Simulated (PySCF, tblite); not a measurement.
# C4H3BF2O: excited states, first hyperpolarisability, part 2 of 2

tblite 0.8.0 and PySCF 2.14.0. Atoms count from 0. The steps go on from the part before.

### 6 First hyperpolarisability: quadratic response CAM-B3LYP/aug-cc-pVDZ

The job: settings as JSON, then the geometry in Å.

```
{"job": {"kind": "beta", "xc": "CAM-B3LYP", "basis": "aug-cc-pVDZ", "wavelengths": [1907, 1064]}, "charge": 0, "multiplicity": 1}
F      2.774509    -0.807768     0.676527
B      2.091066     0.167667     0.102878
F      2.827864     1.161893    -0.349896
C      0.562029     0.110094    -0.007798
C     -0.322431    -0.862850     0.420431
C     -1.611713    -0.426359     0.072434
C     -1.435244     0.781039    -0.544449
O     -0.148649     1.109575    -0.596985
H     -0.054229    -1.770487     0.921378
H     -2.539192    -0.930332     0.250270
H     -2.138586     1.470198    -0.970752
```

Level: quadratic response CAM-B3LYP/aug-cc-pVDZ first hyperpolarisability, Taylor convention, gas phase.

The program printed:

```text
coarse grid: 10552 points
cycle   1  E = -453.8749780311  dE =  1.706e+00  |g| = 7.139e-01  |ddm| = 1.304e+01
cycle   2  E = -453.8505483656  dE =  2.443e-02  |g| = 8.823e-01  |ddm| = 2.954e+00
cycle   3  E = -453.9724339028  dE = -1.219e-01  |g| = 5.765e-02  |ddm| = 1.454e+00
cycle   4  E = -453.9728203609  dE = -3.865e-04  |g| = 4.081e-02  |ddm| = 2.363e-01
cycle   5  E = -453.9731695459  dE = -3.492e-04  |g| = 1.187e-02  |ddm| = 1.136e-01
cycle   6  E = -453.9731978128  dE = -2.827e-05  |g| = 3.357e-03  |ddm| = 2.701e-02
cycle   7  E = -453.9732001052  dE = -2.292e-06  |g| = 5.867e-04  |ddm| = 7.948e-03
final grid: 106576 points
cycle   8  E = -453.9805854673  dE = -3.893e-05  |g| = 3.325e-03  |ddm| = 1.786e-01
cycle   9  E = -453.9805862512  dE = -7.839e-07  |g| = 3.004e-03  |ddm| = 2.077e-02
cycle  10  E = -453.9805882447  dE = -1.993e-06  |g| = 3.333e-04  |ddm| = 8.802e-03
cycle  11  E = -453.9805882548  dE = -1.005e-08  |g| = 2.733e-04  |ddm| = 1.249e-03
cycle  12  E = -453.9805882710  dE = -1.624e-08  |g| = 4.985e-05  |ddm| = 5.417e-04
cycle  13  E = -453.9805882715  dE = -4.824e-10  |g| = 1.866e-05  |ddm| = 1.392e-04
converged SCF energy = -453.9805882715

Lowest singlets (eV, f): 5.4225 0.3202  6.3208 0.0008  6.4553 0.0217

First hyperpolarisability (au)
process     nm      |vector|   parallel      HRS      DR
static         -      149.73      78.17      98.46   2.252
shg       1907.0      167.56      88.87     106.86   2.324
eope      1907.0      155.39      81.58          -       -
shg       1064.0      217.83     118.83     130.12   2.508
eope      1064.0      168.92      89.68          -       -
```

Wall time 32 s (1 thread of Arm Neoverse V2, shared host); peak memory 0.88 GiB.

### 7 Excited states: TDDFT BLYP/aug-cc-pVDZ

Settings changed since step 6:

```diff
@@ -1,2 +1,2 @@
-{"job": {"kind": "beta", "xc": "CAM-B3LYP", "basis": "aug-cc-pVDZ", "wavelengths": [1907, 1064]}, "charge": 0, "multiplicity": 1}
+{"job": {"kind": "states", "xc": "BLYP", "basis": "aug-cc-pVDZ", "tpa": true, "nstates": 10, "nquad": 5, "ntriplets": 0}, "charge": 0, "multiplicity": 1}
 F      2.774509    -0.807768     0.676527
```

With the program's defaults for keys left out, this is: TDDFT BLYP/aug-cc-pVDZ excited states, vertical, gas phase, two-photon moments by quadratic response.

The program printed:

```text
coarse grid: 10552 points
cycle   1  E = -453.9204642016  dE =  1.295e+00  |g| = 7.873e-01  |ddm| = 1.668e+01
cycle   2  E = -453.6371696592  dE =  2.833e-01  |g| = 1.505e+00  |ddm| = 4.963e+00
cycle   3  E = -454.0332393897  dE = -3.961e-01  |g| = 1.541e-01  |ddm| = 2.654e+00
cycle   4  E = -454.0368016530  dE = -3.562e-03  |g| = 9.412e-02  |ddm| = 6.539e-01
cycle   5  E = -454.0386242803  dE = -1.823e-03  |g| = 2.961e-02  |ddm| = 1.861e-01
cycle   6  E = -454.0388289196  dE = -2.046e-04  |g| = 9.048e-03  |ddm| = 7.861e-02
cycle   7  E = -454.0388469093  dE = -1.799e-05  |g| = 2.750e-03  |ddm| = 2.458e-02
cycle   8  E = -454.0388485889  dE = -1.680e-06  |g| = 9.963e-04  |ddm| = 7.841e-03
final grid: 106576 points
cycle   9  E = -454.0494437345  dE = -6.774e-05  |g| = 9.148e-03  |ddm| = 3.215e-01
cycle  10  E = -454.0493816636  dE =  6.207e-05  |g| = 1.808e-02  |ddm| = 8.287e-02
cycle  11  E = -454.0494602791  dE = -7.862e-05  |g| = 4.394e-03  |ddm| = 4.645e-02
cycle  12  E = -454.0494652320  dE = -4.953e-06  |g| = 4.236e-04  |ddm| = 9.763e-03
cycle  13  E = -454.0494652602  dE = -2.821e-08  |g| = 2.665e-04  |ddm| = 1.516e-03
cycle  14  E = -454.0494652783  dE = -1.808e-08  |g| = 5.853e-05  |ddm| = 6.446e-04
cycle  15  E = -454.0494652789  dE = -6.703e-10  |g| = 2.704e-05  |ddm| = 1.702e-04
converged SCF energy = -454.0494652789

Singlet excitations
state   eV       nm        f     d(h-e)  d(exc)  Lambda  PR(NTO)  |dmu|/D   mu/D   delta(TPA)   sigma/GM   main configurations
  1   5.1324   241.6   0.29974   1.207   3.017   0.734   1.133    2.228    5.139      136.04      1.313   H->L 0.89
  2   5.5485   223.5   0.00060   1.083   4.570   0.304   1.001    4.871    1.973      146.91      1.657   H->L+1 1.00
  3   5.7286   216.4   0.03603   0.645   2.960   0.639   1.487    1.490    4.330       65.13      0.783   H-1->L 0.74, H->L+2 0.17
  4   6.0139   206.2   0.01812   0.324   5.009   0.259   1.002    0.694    3.037        5.90      0.078   H->L+3 1.00
  5   6.1526   201.5   0.00001   0.826   5.006   0.208   1.001    3.967    1.050       44.34      0.615   H->L+4 1.00
  6   6.6354   186.9   0.00756   1.720   4.890   0.362   1.051                                            H->L+5 0.95
  7   6.6426   186.7   0.00009   0.723   5.217   0.283   1.003                                            H->L+6 0.99
  8   6.6966   185.1   0.01930   0.588   4.425   0.271   1.043                                            H-1->L+1 0.98
  9   6.7094   184.8   0.00006   1.199   5.288   0.259   1.054                                            H->L+7 0.96
 10   6.9196   179.2   0.00178   0.290   2.932   0.558   1.097                                            H-2->L 0.95
```

Run time: 40 s. Hardware: 1 thread of Arm Neoverse V2, shared host; peak memory 0.7 GiB.

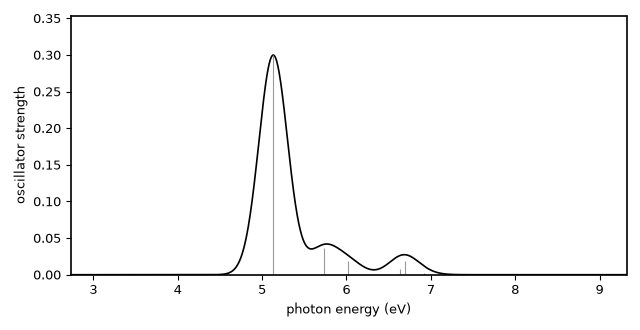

Absorption lines of the singlets. Lines are broadened to a width of 0.40 eV (Gaussian).

### 8 Excited states (C₄H₃BF₂O (-2)): TDDFT CAM-B3LYP/def2-SVP

Settings changed since step 7:

```diff
@@ -1,2 +1,2 @@
-{"job": {"kind": "states", "xc": "BLYP", "basis": "aug-cc-pVDZ", "tpa": true, "nstates": 10, "nquad": 5, "ntriplets": 0}, "charge": 0, "multiplicity": 1}
+{"job": {"kind": "states", "xc": "CAM-B3LYP", "basis": "def2-SVP", "tpa": true, "nstates": 1, "nquad": 5, "ntriplets": 0, "scf": {"max_cycle": 98}}, "charge": -2, "multiplicity": 1}
 F      2.774509    -0.807768     0.676527
```

Method: TDDFT CAM-B3LYP/def2-SVP excited states, vertical, gas phase, two-photon moments by quadratic response.

The program printed:

```text
final grid: 106576 points
cycle   1  E = -453.0827129098  dE =  2.020e+00  |g| = 9.532e-01  |ddm| = 4.224e+00
cycle   2  E = -453.0796719293  dE =  3.041e-03  |g| = 1.046e+00  |ddm| = 2.361e+00
cycle   3  E = -453.2877103140  dE = -2.080e-01  |g| = 1.278e-01  |ddm| = 1.189e+00
cycle   4  E = -453.2905050710  dE = -2.795e-03  |g| = 6.366e-02  |ddm| = 1.921e-01
cycle   5  E = -453.2912813830  dE = -7.763e-04  |g| = 1.513e-02  |ddm| = 7.945e-02
cycle   6  E = -453.2913332804  dE = -5.190e-05  |g| = 4.706e-03  |ddm| = 2.397e-02
cycle   7  E = -453.2913397680  dE = -6.488e-06  |g| = 2.329e-03  |ddm| = 9.800e-03
cycle   8  E = -453.2913412998  dE = -1.532e-06  |g| = 4.993e-04  |ddm| = 3.622e-03
cycle   9  E = -453.2913415056  dE = -2.059e-07  |g| = 3.092e-04  |ddm| = 2.568e-03
cycle  10  E = -453.2913415381  dE = -3.245e-08  |g| = 1.446e-04  |ddm| = 7.115e-04
cycle  11  E = -453.2913415484  dE = -1.035e-08  |g| = 4.104e-05  |ddm| = 4.891e-04
cycle  12  E = -453.2913415497  dE = -1.285e-09  |g| = 1.654e-05  |ddm| = 2.132e-04
cycle  13  E = -453.2913415498  dE = -1.207e-10  |g| = 7.239e-06  |ddm| = 5.286e-05
converged SCF energy = -453.2913415498

Singlet excitations
state   eV       nm        f     d(h-e)  d(exc)  Lambda  PR(NTO)  |dmu|/D   mu/D   delta(TPA)   sigma/GM   main configurations
  1   1.0978  1129.4   0.00039   2.808   4.199   0.245   1.005    9.834   11.535       29.46      0.013   H->L 0.96
```

Run time: 13 s. Hardware: 1 thread of Arm Neoverse V2, shared host; peak memory 0.68 GiB.

A normal end doesn't make this result sound: the charge was changed to -2, at the geometry of the original.

### 9 Excited states: TDDFT CAM-B3LYP/def2-SVPD

Settings changed since step 8:

```diff
@@ -1,2 +1,2 @@
-{"job": {"kind": "states", "xc": "CAM-B3LYP", "basis": "def2-SVP", "tpa": true, "nstates": 1, "nquad": 5, "ntriplets": 0, "scf": {"max_cycle": 98}}, "charge": -2, "multiplicity": 1}
+{"job": {"kind": "states", "xc": "CAM-B3LYP", "basis": "def2-SVPD", "tpa": true, "nstates": 6, "nquad": 5, "ntriplets": 0, "scf": {"conv": 1e-07}}, "charge": 0, "multiplicity": 1}
 F      2.774509    -0.807768     0.676527
```

With the program's defaults for keys left out, this is: TDDFT CAM-B3LYP/def2-SVPD excited states, vertical, gas phase, two-photon moments by quadratic response.

The program printed:

```text
final grid: 106576 points
cycle   1  E = -453.5226096693  dE =  1.613e+00  |g| = 7.065e-01  |ddm| = 7.834e+00
cycle   2  E = -453.5000122350  dE =  2.260e-02  |g| = 8.666e-01  |ddm| = 1.822e+00
cycle   3  E = -453.6182941636  dE = -1.183e-01  |g| = 5.700e-02  |ddm| = 8.160e-01
cycle   4  E = -453.6186788103  dE = -3.846e-04  |g| = 3.920e-02  |ddm| = 1.890e-01
cycle   5  E = -453.6189991682  dE = -3.204e-04  |g| = 1.190e-02  |ddm| = 7.507e-02
cycle   6  E = -453.6190279274  dE = -2.876e-05  |g| = 3.143e-03  |ddm| = 2.495e-02
cycle   7  E = -453.6190299094  dE = -1.982e-06  |g| = 5.852e-04  |ddm| = 4.707e-03
cycle   8  E = -453.6190300066  dE = -9.727e-08  |g| = 3.236e-04  |ddm| = 1.611e-03
cycle   9  E = -453.6190300327  dE = -2.608e-08  |g| = 5.804e-05  |ddm| = 6.820e-04
converged SCF energy = -453.6190300327

Singlet excitations
state   eV       nm        f     d(h-e)  d(exc)  Lambda  PR(NTO)  |dmu|/D   mu/D   delta(TPA)   sigma/GM   main configurations
  1   5.4914   225.8   0.32374   0.768   2.668   0.738   1.158    2.105    5.170      137.12      1.515   H->L 0.97
  2   6.5075   190.5   0.02703   0.512   2.723   0.648   1.549    1.535    4.633      119.38      1.852   H-1->L 0.81, H->L+3 0.16
  3   6.8528   180.9   0.00032   0.427   3.697   0.294   1.024    1.545    4.660       83.38      1.434   H->L+1 0.87
  4   7.5798   163.6   0.04214   0.543   3.920   0.270   1.159    2.672    1.975        5.17      0.109   H->L+2 0.82
  5   7.6943   161.1   0.25643   0.232   2.631   0.706   1.512    0.359    2.769      200.67      4.352   H->L+3 0.80, H-1->L 0.15
  6   7.7126   160.8   0.00502   0.178   2.500   0.560   1.070                                            H-2->L 0.95
```

It took 35 s on 1 thread of Arm Neoverse V2, shared host; peak memory 1 GiB.

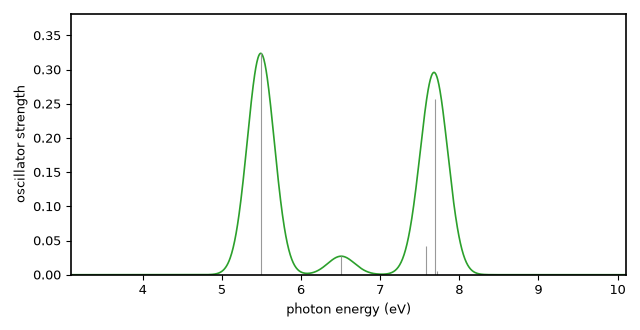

Absorption lines of the singlets. Lines are broadened to a width of 0.40 eV (Gaussian).

### 10 Results

What follows sums up all 2 parts.

| quantity | value |
| --- | --- |
| strongest single infrared mode (GFN2-xTB) | 1311 cm⁻¹, 417 km/mol |
| zero-point energy (GFN2-xTB) | 42.5 kcal/mol |
| S1 less T1 (step 4, TDA wB97X-D/aug-cc-pVDZ) | 2.17 eV |
| β vector (step 6, quadratic response CAM-B3LYP/aug-cc-pVDZ) | static 150, SHG 1907.0 nm 168, SHG 1064.0 nm 218 au |
| runs | 0 failed, 1 ended on unsound input |

What this shows: No mode is imaginary among the 27: a minimum at this level. The strongest single mode, at 1311 cm⁻¹, is carried by B1, C3, C4. GFN2-xTB is a fitted tight-binding method: band positions and strengths are rough. Its intensities can rank the bands wrongly. In step 4, the number of triplets below S1 is 2, and the largest singlet-triplet spin-orbit coupling is S7–T2, 11.52 cm⁻¹. β grows from 150 au (static) to 218 au for doubling at 1064.0 nm: normal dispersion, which grows as twice the photon energy moves toward the bright states.

A small anion of this charge may not be bound in the gas phase; the finite basis can hold electrons that would leave.
